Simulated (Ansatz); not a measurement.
**H₄O₂Si···PH₃: density, localisation and related maps**

Input file:

```
crystal:
  periodic: [false, false, false]
  atoms:
    - { symbol: Si, position_ang: [0.0, 0.0, 0.0] }
    - { symbol: H, position_ang: [0.0, 0.0, 1.81] }
    - { symbol: H, position_ang: [1.3768, 0.0, -0.4862] }
    - { symbol: O, position_ang: [-0.7913, 1.3709, -0.5594] }
    - { symbol: H, position_ang: [-1.7491, 1.1401, -0.7818] }
    - { symbol: O, position_ang: [-0.7913, -1.3709, -0.5594] }
    - { symbol: H, position_ang: [-1.2459, -1.8365, 0.2129] }
    - { symbol: P, position_ang: [1.2944, -1.9656, 0.782] }
    - { symbol: H, position_ang: [0.4981, -3.1353, 0.6631] }
    - { symbol: H, position_ang: [2.4646, -2.108, -0.0096] }
    - { symbol: H, position_ang: [0.522, -0.7926, 1.8858] }
basis:
  gaussian: { orbitals: cc-pVDZ }
hamiltonian:
  xc: pbe
  dispersion: d4
relax:
  f_tol: 0.15
  max_steps: 25
  restrain:
    - { distance: [0, 7], at: 3.38, k: 30.0 }
    - { distance: [10, 1], at: 1.86, k: 30.0 }
    - { distance: [0, 1], at: 1.46, k: 30.0 }
    - { distance: [10, 7], at: 1.42, k: 30.0 }
output:
  orbitals: {}
```

Run with:

```sh
ansatz run input.yaml --threads 2 --pin off --max-ram 3072MiB --backend cpu --events-out ev --progress --plain --runs-dir out
```

The fields are those of the run's last geometry, not of the input's.

Not at a stationary point (largest force 1.0 eV/Å).

All numbers below come from RKS PBE-D4/cc-pVDZ in Ansatz 0.2.0.

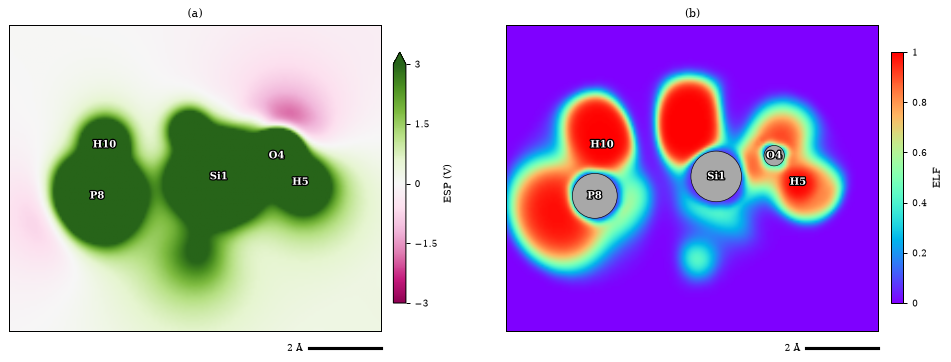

Figure 1. (a) electrostatic potential; (b) electron localisation function on the plane of atoms Si1, O4 and H5. Grey discs cover the atomic cores in the ELF map.

### What do the fields say about this system?

The plane passes through Si, O, H and P nuclei.
Si–O (1.70 Å): the ELF peaks at about 0.85 between the atoms (a shared but strongly polarised pair).
O–H (0.98 Å): the ELF climbs to about 1 towards the hydrogen, as it does in any bond to H (a covalent bond by its length).
P–H (1.45 Å): the ELF climbs to about 1 towards the hydrogen.
The ELF also peaks beside P8 and O4, away from the bonds: lone-pair regions.
Outside the dense part of the complex the potential is most negative (−1.8 V) near O4.

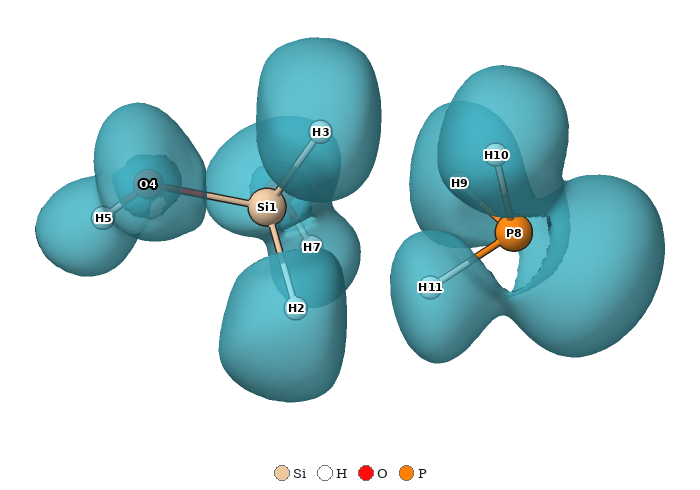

Figure 2. Isosurface of the electron localisation function at 0.75 (cyan), seen from one side. Core shells and regions of very low density are left out.

### What do the ELF domains correspond to?

At this value the surface marks out two regions around hydrogen nuclei, two joined regions spread over several atoms (H, O), in which their bonds and any lone pairs are merged and one joined region spread over several atoms (H, P), in which their bonds and any lone pairs are merged.


Si1···H11 (2.49 Å): the ELF dips to about 0.10 between them.

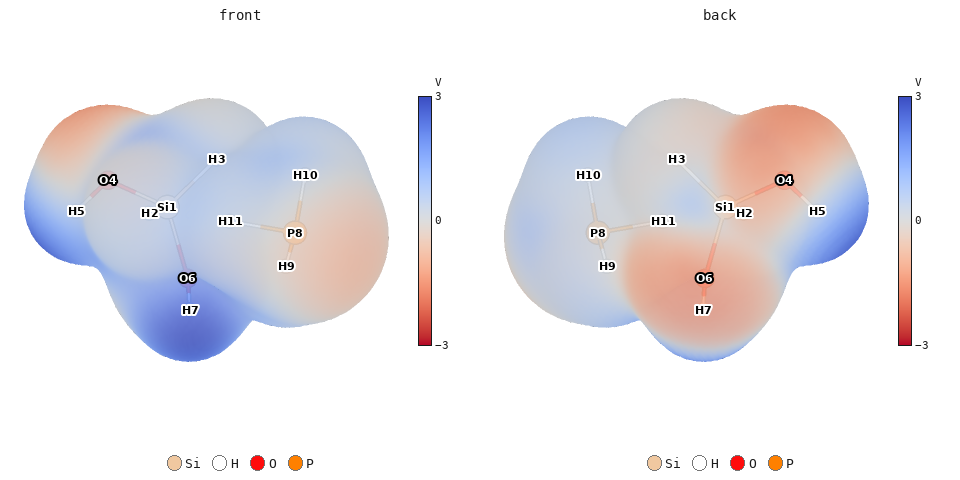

Figure 3. The electrostatic potential painted on the density surface at 0.002 e/bohr³, seen from the front and from behind; the colour scale runs from red (negative) to blue (positive).

### Describe the electrostatic potential map.

The most negative region (about −1.4 V) lies over O4, the most positive (about +2.6 V) over H7. O4 is the likeliest acceptor of a hydrogen bond.

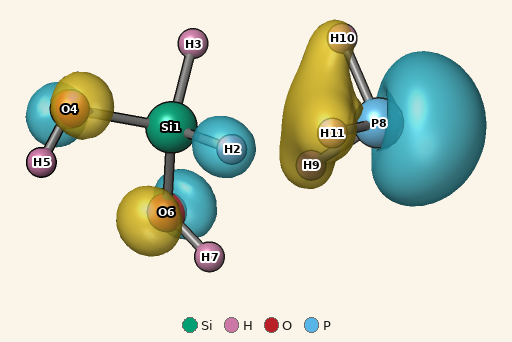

Figure 4. The HOMO at ±0.15 Å⁻³ᐟ² (yellow and cyan are the two phases), seen at a tilt.

### Where does this orbital lie, and at what energy?

It lies mainly on P8 (about 60 %), O6 (about 10 %) and O4 (about 10 %). Its energy is −6.49 eV.
